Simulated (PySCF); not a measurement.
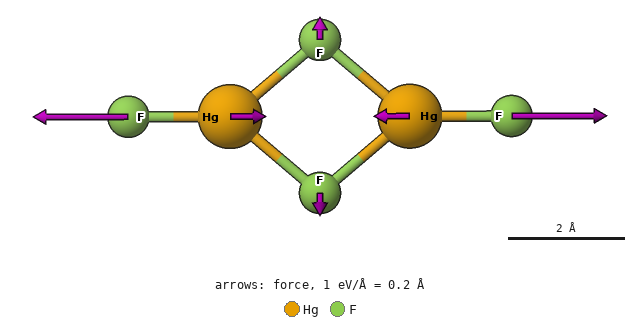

Starting geometry of Hg2F4 with the computed forces as purple arrows. The picture is a ball-and-stick view, seen face on.

These are results of RKS TPSS, Hg def2-SVP with ECP60, F def2-SVP; non-relativistic Hamiltonian with scalar-relativistic core potentials; density fitting in PySCF 2.14.0, not measurements. (symmetry kept (D2h))

### What follows when this structure is relaxed?

It isn't relaxed: the largest force vector, on F atoms, is 8.32 eV/Å. The final displacements follow the starting forces only in part (cosine between the two patterns 0.61). The energy falls by 2.390 eV in 7 geometry steps. Largest force component: 8.3 eV/Å at the start, 0.0026 eV/Å at the end. The largest moves after the best rigid fit, 0.44 Å, are those of F atoms. Largest moves by element: F 0.44 Å, Hg 0.23 Å. Some distances before and after: F–Hg 1.754 → 1.961 Å, F–Hg 2.040 → 2.189 Å. Among the angles between lasting bonds that change: F–Hg–F 81.1° → 71.1°, Hg–F–Hg 98.9° → 108.9°, F–Hg–F 139.5° → 144.5°.
